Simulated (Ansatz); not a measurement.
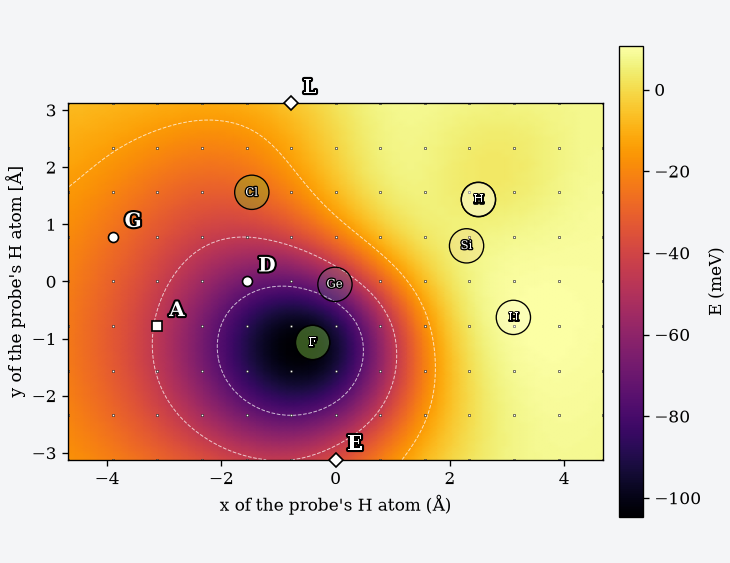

ClF₂GeH₃Si (SMILES [F][Ge]([F])([SiH3])[Cl]) with the probe H2O. 
- The probe is moved over a plane parallel to the molecule's main plane, 3.89 Å above it.
- First axis: x of the probe's H atom. Second axis: y of the probe's H atom.
- Nothing is relaxed (molecule and probe rigid, the probe upright with H nearest the plane).
- The grid has 13 × 9 points.
- Points are written as (first, second).
- Energies: meV, counted from molecule and probe far apart, each relaxed in its own basis (no counterpoise correction).
- All numbers below come from RKS PBE-D4/def2-SVPD (Ansatz).

In the figure: a smooth colour map with a few white contour lines, dots at the grid points, labelled circles for the molecule's atoms, projected on the plane, lettered points. Between grid points the surface is interpolated.

### Is L the lowest point of the computed grid?

No. L lies 95 meV above the lowest grid point, which is at (−0.78 Å, −1.56 Å).

### What kind of point is each of A, D, G: minimum, saddle, maximum or slope?

A: on a slope; D: on a slope; G: on a slope. (In these two coordinates alone; a stationary point may lie a little off the grid point.)

### Rank the lettered points by energy, lowest first.

D (−68 meV), A (−46 meV), E (−37 meV), G (−26 meV), L (−4.7 meV).
